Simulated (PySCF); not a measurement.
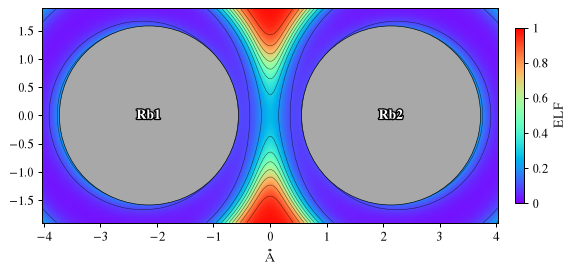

The picture shows: Rb2. Electron localisation function on a plane that holds the molecular axis. Grey discs cover the atomic cores.

The calculation used PBE0/x2c-TZVPall, spin-free X2C-1e, Gaussian nucleus, at a bond length of 4.286 Å (PySCF).

What do the fields say about this system?

- The section cuts through Rb sites.
- Rb–Rb (4.29 Å): the ELF is about 0.25 at the midpoint.
